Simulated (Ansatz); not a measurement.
# BH2F3: nudged elastic band

System: BH2F3.
Method: RKS PBE0-D4/def2-SVP (Ansatz 0.2.0).

Figures and captions count atoms from 1; the log counts them from 0 in places.

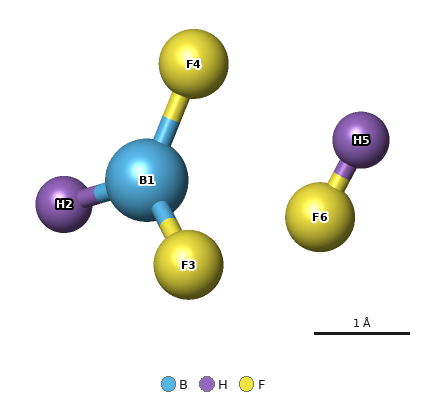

Fig. 1: The structure as given in the input (ball-and-stick view, seen at a tilt; atoms are numbered from 1 in the order of the input).

The input
```yaml
crystal:
  periodic: [false, false, false]
  atoms:
    - {symbol: B, position_ang: [-0.445688, -0.100956, -0.743211]}
    - {symbol: H, position_ang: [0.135255, 0.651285, -1.458231]}
    - {symbol: F, position_ang: [-0.323805, -1.402027, -0.871418]}
    - {symbol: F, position_ang: [-1.314976, 0.346958, 0.147698]}
    - {symbol: H, position_ang: [0.680687, 0.365338, 1.799999]}
    - {symbol: F, position_ang: [1.268627, 0.139402, 1.125262]}
basis:
  gaussian: {orbitals: def2-SVP}
hamiltonian: {xc: pbe0, dispersion: d4}
neb:
  images: 5
  climbing: true
  max_iterations: 40
  initial_path: idpp
  final_atoms:
    - {symbol: B, position_ang: [-0.573875, -0.692392, 0.227044]}
    - {symbol: H, position_ang: [0.997113, 1.420740, -0.794845]}
    - {symbol: F, position_ang: [-0.126956, -1.423886, -0.765468]}
    - {symbol: F, position_ang: [-1.618686, 0.080867, 0.052848]}
    - {symbol: H, position_ang: [1.311472, 1.364992, -0.119290]}
    - {symbol: F, position_ang: [0.011031, -0.750322, 1.399810]}
```

Command:
```bash
ansatz run in.yaml --threads 2 --pin off --events-out ev --progress --plain --max-ram 4352MiB
```

The program's output
```
Functional definition: PBE0
  name "PBE0"
  cite "Adamo & Barone, J. Chem. Phys. 110, 6158 (1999) doi:10.1063/1.478522"
  cite "Perdew, Burke & Ernzerhof, Phys. Rev. Lett. 77, 3865 (1996) doi:10.1103/PhysRevLett.77.3865"
  parent pbe
  parameter a = 0.25
  parameter kappa = 0.804
  parameter beta = 0.06672455060314922
  exchange = (1 - a)*pbe_x(kappa = kappa, mu = beta*pi^2/3) + a*exact_x
  correlation = pbe_c(beta = beta)
693 factors; integrals over basis functions are off by at most 3.4e-4 eV
mean field evaluation 1: about -8844.4991 eV, gradient 4.0e1 eV
mean field evaluation 2: about -8843.1349 eV, gradient 5.1e1 eV
mean field evaluation 4: about -8846.7930 eV, gradient 1.1e0 eV
mean field evaluation 8: about -8846.8408 eV, gradient 2.8e-2 eV
mean field -8846.84080129 eV, -325.1154028432 hartree, gradient 6.5e-5 eV, S^2 0.000000; 0 other end points of the search recorded, 0 dependent functions left out
the calculation of the forces begins
reference -8846.84082110 eV, -325.1154035713 hartree; 17, 17 occupied and 49, 49 virtual orbitals, 693 factors
692 factors; integrals over basis functions are off by at most 7.3e-4 eV
mean field evaluation 16: about -8847.9471 eV, gradient 1.1e0 eV
mean field -8848.02272437 eV, -325.1588377154 hartree, gradient 4.2e-5 eV, S^2 0.000000; 0 other end points of the search recorded, 0 dependent functions left out
[... from here on the field's lines of each further geometry are left out, up to the last ...]
WARN: NEB end point (image 0): max|allowed force component| = 2.748e-1 eV/Å (the criterion of neb.relax_end_points is 1.000e-2). That is over neb.f_tol: it is no minimum, so the barrier can be far off. Relax it first
WARN: NEB end point (image 6): max|allowed force component| = 3.684e-1 eV/Å (the criterion of neb.relax_end_points is 1.000e-2). That is over neb.f_tol: it is no minimum, so the barrier can be far off. Relax it first
NEB iter   1: max|band force component| = 4.950e0 eV/Å  barrier→ = 6.6751 eV  barrier← = 7.8608 eV  Δτ_max = 0.2000 Å  (176 SCF iters)
NEB iter   2: max|band force component| = 3.989e0 eV/Å  barrier→ = 5.3806 eV  barrier← = 6.5664 eV  Δτ_max = 0.2000 Å  (152 SCF iters)
NEB iter   3: max|band force component| = 7.109e0 eV/Å  barrier→ = 3.1826 eV  barrier← = 4.3683 eV  Δτ_max = 0.1012 Å  (161 SCF iters)
NEB iter   4: max|band force component| = 7.464e0 eV/Å  barrier→ = 2.4841 eV  barrier← = 3.6698 eV  Δτ_max = 0.2000 Å  (139 SCF iters)
NEB iter   5: max|band force component| = 3.896e0 eV/Å  barrier→ = 1.2147 eV  barrier← = 2.4005 eV  Δτ_max = 0.2000 Å  (139 SCF iters)
NEB iter   6: max|band force component| = 1.383e1 eV/Å  barrier→ = 1.7199 eV  barrier← = 2.9056 eV  Δτ_max = 0.1010 Å  (150 SCF iters)
NEB iter   7: max|band force component| = 2.770e0 eV/Å  barrier→ = 0.6279 eV  barrier← = 1.8137 eV  Δτ_max = 0.2000 Å  (139 SCF iters)
NEB iter   8: max|band force component| = 1.688e0 eV/Å  barrier→ = 0.6672 eV  barrier← = 1.8529 eV  Δτ_max = 0.1765 Å  (136 SCF iters)
NEB iter   9: max|band force component| = 7.460e-1 eV/Å  barrier→ = 0.3891 eV  barrier← = 1.5749 eV  Δτ_max = 0.0973 Å  (140 SCF iters)
NEB iter  10: max|band force component| = 8.689e-1 eV/Å  barrier→ = 0.3737 eV  barrier← = 1.5594 eV  CI = image 3  Δτ_max = 0.2000 Å  (140 SCF iters)
NEB iter  11: max|band force component| = 1.255e0 eV/Å  barrier→ = 0.6128 eV  barrier← = 1.7986 eV  CI = image 3  Δτ_max = 0.0987 Å  (138 SCF iters)
NEB iter  12: max|band force component| = 8.453e-1 eV/Å  barrier→ = 0.6724 eV  barrier← = 1.8581 eV  CI = image 3  Δτ_max = 0.0504 Å  (137 SCF iters)
NEB iter  13: max|band force component| = 8.863e-1 eV/Å  barrier→ = 0.7198 eV  barrier← = 1.9055 eV  CI = image 3  Δτ_max = 0.0251 Å  (138 SCF iters)
NEB iter  14: max|band force component| = 4.484e-1 eV/Å  barrier→ = 0.7092 eV  barrier← = 1.8950 eV  CI = image 3  Δτ_max = 0.0502 Å  (141 SCF iters)
NEB iter  15: max|band force component| = 1.093e0 eV/Å  barrier→ = 0.7191 eV  barrier← = 1.9048 eV  CI = image 3  Δτ_max = 0.0249 Å  (139 SCF iters)
NEB iter  16: max|band force component| = 2.712e-1 eV/Å  barrier→ = 0.7159 eV  barrier← = 1.9017 eV  CI = image 3  Δτ_max = 0.0438 Å  (122 SCF iters)
NEB iter  17: max|band force component| = 6.114e-2 eV/Å  barrier→ = 0.7155 eV  barrier← = 1.9012 eV  CI = image 3  Δτ_max = 0.0499 Å  (120 SCF iters)
NEB iter  18: max|band force component| = 7.293e-1 eV/Å  barrier→ = 0.7152 eV  barrier← = 1.9010 eV  CI = image 3  Δτ_max = 0.0225 Å  (111 SCF iters)
NEB iter  19: max|band force component| = 3.731e-1 eV/Å  barrier→ = 0.7152 eV  barrier← = 1.9009 eV  CI = image 3  Δτ_max = 0.0338 Å  (109 SCF iters)
NEB iter  20: max|band force component| = 1.466e-1 eV/Å  barrier→ = 0.7152 eV  barrier← = 1.9009 eV  CI = image 3  Δτ_max = 0.0276 Å  (104 SCF iters)
NEB iter  21: max|band force component| = 3.537e-1 eV/Å  barrier→ = 0.7152 eV  barrier← = 1.9009 eV  CI = image 3  Δτ_max = 0.0137 Å  (98 SCF iters)
NEB iter  22: max|band force component| = 1.296e-1 eV/Å  barrier→ = 0.7152 eV  barrier← = 1.9009 eV  CI = image 3  Δτ_max = 0.0086 Å  (100 SCF iters)
the calculation of the forces begins
reference -8846.21289930 eV, -325.0923278707 hartree; 17, 17 occupied and 49, 49 virtual orbitals, 694 factors
these checks for a lower state are left out or cut short: stability, starts, cluster_reference, orbital_swaps, neighbouring_geometries, increment
695 factors; integrals over basis functions are off by at most 7.2e-4 eV
mean field -8847.11851103 eV, -325.1256084880 hartree, gradient 2.8e-6 eV, S^2 0.000000; 0 other end points of the search recorded, 0 dependent functions left out
the calculation of the forces begins
reference -8847.11852946 eV, -325.1256091652 hartree; 17, 17 occupied and 49, 49 virtual orbitals, 695 factors
NEB iter  23: max|band force component| = 8.377e-3 eV/Å  barrier→ = 0.7152 eV  barrier← = 1.9009 eV  CI = image 3  Δτ_max = 0.0000 Å  (744 SCF iters)
```

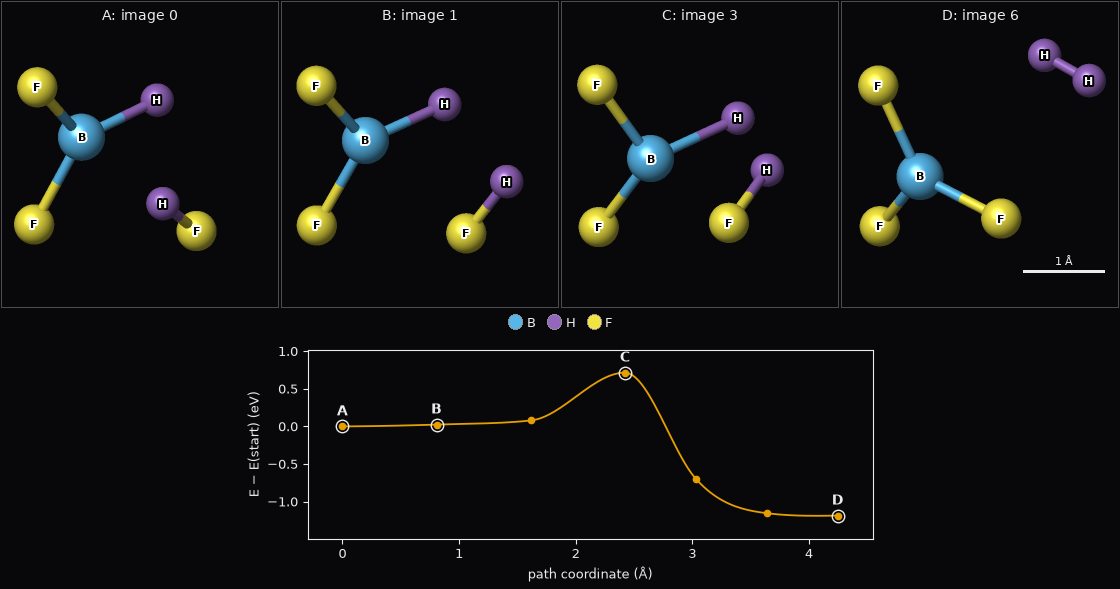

Fig. 2: Images of the last band (counted from 0; ball-and-stick, seen at a tilt) above the energy along the path; the line is a cubic interpolation that uses the forces. The highest image is number 3, 0.715 eV above the start and 1.901 eV above the end (the climbing image); the end lies 1.186 eV below the start. The path is 4.25 Å long. The band converged in 23 iterations. The end points carry forces over 0.1 eV/Å, so they aren't fully relaxed minima and the barriers are approximate.

```
Total energy: -8846.17106025 eV, -325.0907903140 hartree
Atom 0 at    -0.271464    -0.219429    -0.157547 Å, force    -0.000228     0.000236    -0.000064 eV/Å
Atom 1 at     0.165524     0.986440    -0.549951 Å, force    -0.000034     0.000017     0.000058 eV/Å
Atom 2 at     0.080257    -1.176776    -1.001008 Å, force     0.000053    -0.000015     0.000184 eV/Å
Atom 3 at    -1.502442    -0.171351     0.326238 Å, force    -0.000005    -0.000094    -0.000125 eV/Å
Atom 4 at     0.744623     0.731862     0.333657 Å, force     0.000044     0.000098    -0.000191 eV/Å
Atom 5 at     0.783603    -0.150746     1.048711 Å, force     0.000171    -0.000243     0.000138 eV/Å
Dipole moment:     0.219826     0.374096    -0.021261 e Å
```

The last band as extended XYZ (Å, eV, eV/Å)
```
6
Properties=species:S:1:pos:R:3:forces:R:3 image=0 energy=-8846.88621
B    -0.4457   -0.1010   -0.7432   -0.0161  -0.1304   0.2748
H     0.1353    0.6513   -1.4582    0.1147   0.1768  -0.1917
F    -0.3238   -1.4020   -0.8714   -0.0224  -0.0091   0.0049
F    -1.3150    0.3470    0.1477    0.0323  -0.0213   0.0148
H     0.6807    0.3653    1.8000   -0.0774   0.0109   0.0090
F     1.2686    0.1394    1.1253   -0.0311  -0.0269  -0.1119
6
Properties=species:S:1:pos:R:3:forces:R:3 image=1 energy=-8846.86140
B    -0.4478   -0.1410   -0.6119   -0.0011  -0.0011  -0.0097
H     0.1343    0.7559   -1.1649   -0.0057  -0.0059  -0.0245
F    -0.2228   -1.3967   -0.9323   -0.0093  -0.0049  -0.0027
F    -1.4719    0.1249    0.1806    0.0105   0.0060   0.0071
H     0.9797    0.7602    1.4276   -0.0140   0.0081   0.0436
F     1.0286   -0.1032    1.1011    0.0196  -0.0023  -0.0139
6
Properties=species:S:1:pos:R:3:forces:R:3 image=2 energy=-8846.80720
B    -0.4466   -0.1491   -0.4692   -0.0450   0.0158  -0.0790
H     0.0839    0.8845   -0.8139   -0.0533  -0.0141  -0.0604
F    -0.0220   -1.2976   -0.9537   -0.0226  -0.0165  -0.0063
F    -1.5974   -0.1139    0.1701   -0.0170  -0.0208  -0.0103
H     1.1376    0.7277    0.8287    0.0958   0.0099   0.1239
F     0.8445   -0.0514    1.2382    0.0422   0.0257   0.0321
6
Properties=species:S:1:pos:R:3:forces:R:3 image=3 energy=-8846.17104
B    -0.2715   -0.2194   -0.1575   -0.0002   0.0002  -0.0001
H     0.1655    0.9864   -0.5500    0.0000   0.0000   0.0001
F     0.0803   -1.1768   -1.0010    0.0001   0.0000   0.0002
F    -1.5024   -0.1714    0.3262    0.0000  -0.0001  -0.0001
H     0.7446    0.7319    0.3337    0.0000   0.0001  -0.0002
F     0.7836   -0.1507    1.0487    0.0002  -0.0002   0.0001
6
Properties=species:S:1:pos:R:3:forces:R:3 image=4 energy=-8847.58209
B    -0.1864   -0.4574    0.0468    0.2674  -0.7454   0.6436
H     0.1483    1.1939   -0.4557    0.2301   0.4634  -0.0076
F     0.0646   -1.0206   -1.1199    0.0259   0.1311   0.0086
F    -1.4395   -0.2511    0.4055    0.0688   0.1087  -0.0372
H     0.6451    1.0215    0.1203   -0.2749   0.8932  -0.7212
F     0.7680   -0.4863    1.0030   -0.3173  -0.8510   0.1137
6
Properties=species:S:1:pos:R:3:forces:R:3 image=5 energy=-8848.03986
B    -0.2195   -0.6959    0.1103   -0.0038  -0.0785   0.0202
H     0.1955    1.4895   -0.5068    0.0178   0.0904  -0.0249
F     0.0697   -1.0675   -1.1141   -0.0061  -0.0222   0.0055
F    -1.4468   -0.3464    0.4145   -0.0035  -0.0221   0.0101
H     0.7012    1.3728    0.0482    0.0226   0.1139  -0.0313
F     0.7001   -0.7526    1.0480   -0.0270  -0.0816   0.0205
6
Properties=species:S:1:pos:R:3:forces:R:3 image=6 energy=-8848.07194
B    -0.3359   -0.7899    0.3516   -0.0106  -0.0049  -0.0065
H     0.4137    1.5889   -0.9740   -0.3558  -0.0039  -0.3590
F    -0.1183   -1.4170   -0.7795   -0.0107   0.0244   0.0392
F    -1.4989   -0.2268    0.5757    0.0412  -0.0203  -0.0118
H     0.9371    1.5890   -0.4409    0.3553  -0.0073   0.3684
F     0.6024   -0.7442    1.2672   -0.0194   0.0119  -0.0303
```

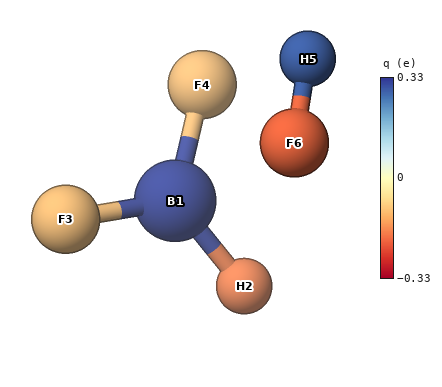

Fig. 3: Mulliken charges, as the colour of each atom (ball-and-stick view, seen at a tilt; atoms are numbered from 1 in the order of the input). By element: B +0.31, H −0.18 to +0.28 and F −0.20 to −0.11 e.

Key numbers

| quantity | value |
| --- | --- |
| outcome | converged |
| barrier, forward | 0.715 eV |
| barrier, backward | 1.901 eV |
| dipole moment (one image of the band) | 2.09 D |
| hardware | 2 threads of Arm Neoverse V1, 23 GiB of memory available, shared host |
| wall time | 2 min (CPU time 3.8 min) |
| peak memory | 0.38 GiB |
